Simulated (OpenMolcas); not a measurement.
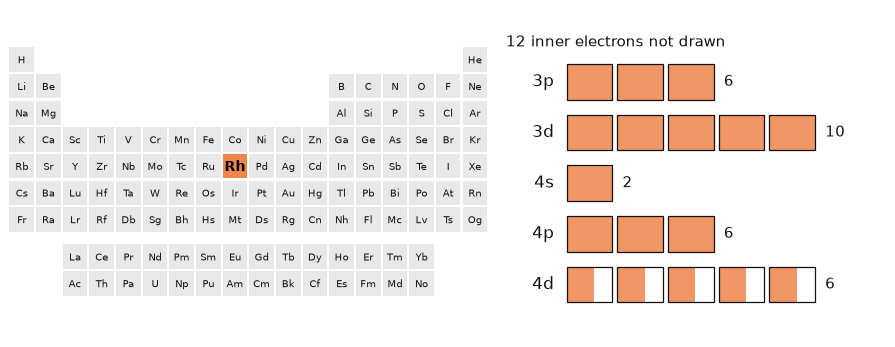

Fig. 1: Left, the place of rhodium in the periodic table; right, the outer shells of the leading configuration of the lowest level: a box for each of the 2l + 1 orbitals, shaded by the share of the shell that is filled, with the electron count at the right.

Multiconfigurational calculation for Rh³⁺ complex (part 1 of 2)

- system: Rh³⁺ with 6 ligands (Br; octahedron, 2.7 Å), embedded in Cs2NaYBr6 by model potentials and point charges, whose field is part of the energies.
- method: state-averaged CASSCF, active space 6 electrons in the shell 4d, basis ANO-RCC-VDZP on the metal and ANO-RCC-VDZP on the ligands, DKH2 scalar Hamiltonian, spin-orbit coupling by RASSI with atomic mean-field integrals (OpenMolcas)

**Output (extracts)**
```
--- SEWARD ---
Basis set label: RH.ANO-RCC...6S5P3D1F.

      Electronic valence basis set:
      ------------------
      Associated Effective Charge  45.000000 au
      Associated Actual Charge     45.000000 au
      Nuclear Model: Point charge

      Shell  nPrim  nBasis  Cartesian Spherical Contaminant
         s      21       6        X
         p      18       5        X
         d      13       3                 X
         f       6       1                 X
                  Relativistic Douglas-Kroll-Hess integrals:
                    - DKH order of Hamiltonian: 2
                    - DKH order of Properties : 0
                  Atomic mean-field integrals
--- RASSCF ---
Wave function specifications:
      -----------------------------

      Number of closed shell electrons         252
      Number of electrons in active shells       6
      Max number of holes in RAS1 space          0
      Max nr of electrons in RAS3 space          0
      Number of inactive orbitals              126
      Number of active orbitals                  5
      Number of secondary orbitals              98
      Spin quantum number                      2.0
      State symmetry                             1
Orbital specifications:
      -----------------------

      Symmetry species                           1   2
                                                ag  au
      Frozen orbitals                            0   0
      Inactive orbitals                         63  63
      Active orbitals                            5   0
      RAS1 orbitals                              0   0
      RAS2 orbitals                              5   0
      RAS3 orbitals                              0   0
      Secondary orbitals                        46  52
      Deleted orbitals                           0   0
      Number of basis functions                114 115
      Number of CSFs                             5
      Number of root(s) required                 5
      Iter CI   SX   CI       RASSCF       Energy    max ROT     max BLB   max BLB  Level Ln srch  Step   QN
          iter iter root      energy       change     param      element    value   shift minimum  type update
 Nr of preliminary CI iterations:   1
      Total energies have been shifted. Add               -20000.00 au
        1   1   16    0  -406.57354098    0.00E+00  -7.54E-02   66  72 1  3.18E-01*  1.56   0.00    SX    NO
        2   1   15    0  -407.05839713   -4.85E-01* -7.82E-02   16  71 2  1.60E-01*  1.31   0.00    SX    NO
        3   1   15    0  -407.20532863   -1.47E-01* -6.45E-02   16  71 2  8.91E-02*  1.18   0.00    SX    NO
        4   1   15    0  -407.25900831   -5.37E-02*  4.75E-02   16  71 2  4.68E-02*  1.10   0.00    SX    NO
        5   1   14    0  -407.28149022   -2.25E-02*  5.47E-02   58  66 1  3.16E-02*  1.06   2.50    LS   YES
        6   1   14    0  -407.29530245   -1.38E-02*  4.04E-02   68  74 1 -2.31E-02*  1.01   1.47    QN   YES
        7   1   14    0  -407.30144942   -6.15E-03*  2.70E-02   66  72 1 -1.29E-02*  1.00   1.75    LS   YES
        8   1   14    0  -407.30281470   -1.37E-03* -1.16E-02   16  71 2 -1.61E-02*  0.99   1.12    QN   YES
        9   1   13    0  -407.30464223   -1.83E-03* -1.17E-02   16  71 2 -9.13E-03*  0.99   2.06    LS   YES
       10   1   13    0  -407.30529716   -6.55E-04* -8.53E-03    7  74 2  5.85E-03*  1.00   1.06    QN   YES
        ...
       19   1    9    0  -407.30624250   -5.22E-07*  1.20E-04   16  69 1  1.02E-04*  0.99   1.53    QN   YES
       20   1    7    0  -407.30624268   -1.84E-07*  3.07E-05    7  74 2 -8.10E-05   0.99   1.34    QN   YES
       21   1    7    0  -407.30624272   -3.58E-08* -1.78E-05   34  71 2  2.81E-05   0.99   1.68    QN   YES
       22   1    6    0  -407.30624272   -7.33E-09   2.67E-05   34  71 2  1.03E-05   0.99   2.50    LS   YES
      Convergence after 22 iterations
       23   1    6    0  -407.30624272    6.27E-09   2.67E-05    7  74 2  5.11E-05   0.99   2.50    LS   YES
      Natural orbitals and occupation numbers for root  1
      sym 1:   1.000000   2.000000   1.000000   1.000000   1.000000
      Natural orbitals and occupation numbers for root  2
      sym 1:   2.000000   1.000000   1.000000   1.000000   1.000000
      Natural orbitals and occupation numbers for root  3
      sym 1:   2.000000   1.000000   1.000000   1.000000   1.000000
::    RASSCF root number  1 Total energy: -20407.32916472
::    RASSCF root number  2 Total energy: -20407.32916472
::    RASSCF root number  3 Total energy: -20407.32916472
::    RASSCF root number  4 Total energy: -20407.27185971
::    RASSCF root number  5 Total energy: -20407.27185971
--- RASSCF ---
Wave function specifications:
      -----------------------------

      Number of closed shell electrons         252
      Number of electrons in active shells       6
      Max number of holes in RAS1 space          0
      Max nr of electrons in RAS3 space          0
      Number of inactive orbitals              126
      Number of active orbitals                  5
      Number of secondary orbitals              98
      Spin quantum number                      1.0
      State symmetry                             1
Orbital specifications:
      -----------------------

      Symmetry species                           1   2
                                                ag  au
      Frozen orbitals                            0   0
      Inactive orbitals                         63  63
      Active orbitals                            5   0
      RAS1 orbitals                              0   0
      RAS2 orbitals                              5   0
      RAS3 orbitals                              0   0
      Secondary orbitals                        46  52
      Deleted orbitals                           0   0
      Number of basis functions                114 115
      Number of CSFs                            45
      Number of root(s) required                45
      Iter CI   SX   CI       RASSCF       Energy    max ROT     max BLB   max BLB  Level Ln srch  Step   QN
          iter iter root      energy       change     param      element    value   shift minimum  type update
 Nr of preliminary CI iterations:   1
      Total energies have been shifted. Add               -20000.00 au
        1   1    8    0  -407.20556402    0.00E+00  -1.01E-02   65  71 1 -1.34E-02*  1.01   0.00    SX    NO
        2   1    8    0  -407.20698132   -1.42E-03*  8.41E-03   65  71 1 -7.36E-03*  1.00   0.00    SX    NO
        3   1    8    0  -407.20779351   -8.12E-04* -6.79E-03   58  65 1 -5.82E-03*  1.00   0.00    SX    NO
        4   1    8    0  -407.20830251   -5.09E-04* -5.59E-03   58  65 1 -4.80E-03*  1.00   0.00    SX    NO
        5   1    8    0  -407.20863315   -3.31E-04* -8.07E-03   58  65 1 -3.96E-03*  0.99   2.50    LS   YES
        6   1    8    0  -407.20898808   -3.55E-04* -1.14E-02   58  65 1 -2.72E-03*  0.99   2.50    LS   YES
        7   1    8    0  -407.20924300   -2.55E-04* -4.97E-03   57  69 1 -2.85E-03*  0.99   1.37    QN   YES
        8   1    7    0  -407.20929097   -4.80E-05*  2.38E-03   57  69 1 -1.91E-03*  0.99   1.44    QN   YES
        9   1    7    0  -407.20931092   -2.00E-05* -1.50E-03   57  69 1 -9.31E-04*  0.99   1.69    QN   YES
       10   1    7    0  -407.20932083   -9.91E-06* -1.15E-03   56  68 1  4.50E-04*  0.99   1.33    QN   YES
       11   1    7    0  -407.20932337   -2.53E-06* -1.03E-03   56  73 2  2.95E-04*  0.99   1.61    QN   YES
       12   1    7    0  -407.20932471   -1.35E-06* -6.14E-04   57  69 1  3.01E-04*  0.99   1.55    QN   YES
       13   1    6    0  -407.20932532   -6.11E-07*  2.48E-04   57  69 1  2.16E-04*  0.99   1.48    QN   YES
       14   1    6    0  -407.20932553   -2.09E-07*  1.16E-04   57  69 1  1.10E-04*  0.99   1.40    QN   YES
       15   1    6    0  -407.20932558   -5.26E-08*  3.33E-05   57  69 1  4.26E-05   0.99   1.51    QN   YES
       16   1    5    0  -407.20932560   -1.09E-08* -4.99E-05   61  71 2  1.44E-05   0.99   2.50    LS   YES
       17   1    5    0  -407.20932559    9.97E-09   2.66E-05   57  69 1 -3.85E-05   0.99   0.24    LS   YES
      Convergence after 17 iterations
       18   1    5    0  -407.20932560   -1.04E-08*  2.66E-05   68  74 1  1.49E-05   0.99   0.24    LS   YES
      Natural orbitals and occupation numbers for root  1
      sym 1:   1.070678   1.920800   0.064006   1.961338   0.983178
      Natural orbitals and occupation numbers for root  2
      sym 1:   1.924382   1.961273   0.060123   1.067126   0.987095
      Natural orbitals and occupation numbers for root  3
      sym 1:   1.961336   1.069674   0.984288   1.921798   0.062905
::    RASSCF root number  1 Total energy: -20407.31231415
::    RASSCF root number  2 Total energy: -20407.31231415
::    RASSCF root number  3 Total energy: -20407.31231415
::    RASSCF root number  4 Total energy: -20407.29664477
::    RASSCF root number  5 Total energy: -20407.29664477
::    RASSCF root number  6 Total energy: -20407.29664477
::    RASSCF root number  7 Total energy: -20407.26993572
::    RASSCF root number  8 Total energy: -20407.26993572
::    RASSCF root number  9 Total energy: -20407.26993571
::    RASSCF root number 10 Total energy: -20407.26468248
::    RASSCF root number 11 Total energy: -20407.26468248
::    RASSCF root number 12 Total energy: -20407.26468248
::    RASSCF root number 13 Total energy: -20407.24919712
::    RASSCF root number 14 Total energy: -20407.24919712
::    RASSCF root number 15 Total energy: -20407.24919712
::    RASSCF root number 16 Total energy: -20407.24661310
::    RASSCF root number 17 Total energy: -20407.24661310
::    RASSCF root number 18 Total energy: -20407.24389548
::    RASSCF root number 19 Total energy: -20407.24389548
::    RASSCF root number 20 Total energy: -20407.24389548
::    RASSCF root number 21 Total energy: -20407.20974255
::    RASSCF root number 22 Total energy: -20407.20863506
::    RASSCF root number 23 Total energy: -20407.20863506
::    RASSCF root number 24 Total energy: -20407.20506446
::    RASSCF root number 25 Total energy: -20407.20506446
::    RASSCF root number 26 Total energy: -20407.20506446
::    RASSCF root number 27 Total energy: -20407.18765016
::    RASSCF root number 28 Total energy: -20407.18765016
::    RASSCF root number 29 Total energy: -20407.18765016
::    RASSCF root number 30 Total energy: -20407.18760531
--- RASSCF ---
Wave function specifications:
      -----------------------------

      Number of closed shell electrons         252
      Number of electrons in active shells       6
      Max number of holes in RAS1 space          0
      Max nr of electrons in RAS3 space          0
      Number of inactive orbitals              126
      Number of active orbitals                  5
      Number of secondary orbitals              98
      Spin quantum number                      0.0
      State symmetry                             1
Orbital specifications:
      -----------------------

      Symmetry species                           1   2
                                                ag  au
      Frozen orbitals                            0   0
      Inactive orbitals                         63  63
      Active orbitals                            5   0
      RAS1 orbitals                              0   0
      RAS2 orbitals                              5   0
      RAS3 orbitals                              0   0
      Secondary orbitals                        46  52
      Deleted orbitals                           0   0
      Number of basis functions                114 115
      Number of CSFs                            50
      Number of root(s) required                50
      Iter CI   SX   CI       RASSCF       Energy    max ROT     max BLB   max BLB  Level Ln srch  Step   QN
          iter iter root      energy       change     param      element    value   shift minimum  type update
 Nr of preliminary CI iterations:   1
      Total energies have been shifted. Add               -20000.00 au
        1   1    7    0  -407.16298104    0.00E+00  -7.26E-03   67  73 1 -7.63E-03*  0.98   0.00    SX    NO
        2   1    8    0  -407.16341163   -4.31E-04* -5.88E-03   60  65 1 -5.07E-03*  0.98   0.00    SX    NO
        3   1    8    0  -407.16366920   -2.58E-04* -4.86E-03   60  65 1 -4.19E-03*  0.97   0.00    SX    NO
        4   1    8    0  -407.16383685   -1.68E-04* -4.07E-03   60  65 1 -3.51E-03*  0.97   0.00    SX    NO
        5   1    7    0  -407.16395003   -1.13E-04* -5.96E-03   60  65 1 -2.95E-03*  0.97   2.50    LS   YES
        6   1    7    0  -407.16407713   -1.27E-04* -8.64E-03   60  65 1 -2.12E-03*  0.97   2.50    LS   YES
        7   1    7    0  -407.16417908   -1.02E-04* -5.35E-03   57  69 1 -1.61E-03*  0.97   1.54    QN   YES
        8   1    7    0  -407.16420615   -2.71E-05*  2.09E-03   57  69 1 -1.06E-03*  0.97   1.34    QN   YES
        9   1    7    0  -407.16421589   -9.74E-06*  1.98E-03   67  73 1  6.22E-04*  0.97   1.96    LS   YES
       10   1    7    0  -407.16421890   -3.02E-06* -8.54E-04   55  68 1  4.64E-04*  0.97   1.00    QN   YES
       11   1    7    0  -407.16422269   -3.79E-06* -7.51E-04   55  68 1  2.74E-04*  0.97   1.88    LS   YES
       12   1    7    0  -407.16422377   -1.08E-06*  2.34E-04   57  69 1  2.82E-04*  0.97   1.01    QN   YES
       13   1    6    0  -407.16422431   -5.41E-07*  3.50E-04   57  69 1  2.12E-04*  0.97   2.50    LS   YES
       14   1    7    0  -407.16422464   -3.28E-07*  2.00E-04   51  74 2  2.02E-04*  0.97   1.07    QN   YES
       15   1    6    0  -407.16422480   -1.61E-07* -5.05E-05   57  69 1  9.72E-05   0.97   1.13    QN   YES
       16   1    6    0  -407.16422483   -3.06E-08* -7.57E-05   57  69 1  6.05E-05   0.97   2.50    LS   YES
       17   1    5    0  -407.16422484   -4.08E-09   3.58E-05   51  71 2  2.96E-05   0.97   0.55    QN   YES
      Convergence after 17 iterations
       18   1    5    0  -407.16422484   -7.45E-09   3.58E-05   57  69 1  1.10E-05   0.97   0.55    QN   YES
      Natural orbitals and occupation numbers for root  1
      sym 1:   1.980495   1.980495   0.029257   1.980495   0.029257
      Natural orbitals and occupation numbers for root  2
      sym 1:   1.986834   1.004362   1.000056   1.987683   0.021064
      Natural orbitals and occupation numbers for root  3
      sym 1:   1.983576   1.987707   0.024303   1.007620   0.996794
::    RASSCF root number  1 Total energy: -20407.31959023
::    RASSCF root number  2 Total energy: -20407.28666317
::    RASSCF root number  3 Total energy: -20407.28666317
::    RASSCF root number  4 Total energy: -20407.28666317
::    RASSCF root number  5 Total energy: -20407.25816277
::    RASSCF root number  6 Total energy: -20407.25816277
::    RASSCF root number  7 Total energy: -20407.25816277
::    RASSCF root number  8 Total energy: -20407.23224296
::    RASSCF root number  9 Total energy: -20407.23224296
::    RASSCF root number 10 Total energy: -20407.23224296
::    RASSCF root number 11 Total energy: -20407.23217736
::    RASSCF root number 12 Total energy: -20407.23217736
::    RASSCF root number 13 Total energy: -20407.22689903
::    RASSCF root number 14 Total energy: -20407.21220379
::    RASSCF root number 15 Total energy: -20407.21220379
::    RASSCF root number 16 Total energy: -20407.21220378
::    RASSCF root number 17 Total energy: -20407.20883668
::    RASSCF root number 18 Total energy: -20407.20800350
::    RASSCF root number 19 Total energy: -20407.20800350
::    RASSCF root number 20 Total energy: -20407.20800350
::    RASSCF root number 21 Total energy: -20407.18055233
::    RASSCF root number 22 Total energy: -20407.18055233
::    RASSCF root number 23 Total energy: -20407.17589601
::    RASSCF root number 24 Total energy: -20407.17589601
::    RASSCF root number 25 Total energy: -20407.17589601
::    RASSCF root number 26 Total energy: -20407.16154151
::    RASSCF root number 27 Total energy: -20407.16154151
::    RASSCF root number 28 Total energy: -20407.15811962
::    RASSCF root number 29 Total energy: -20407.15653399
::    RASSCF root number 30 Total energy: -20407.14876540
```

(Continued in part 2.) Outcome of the run: converged.
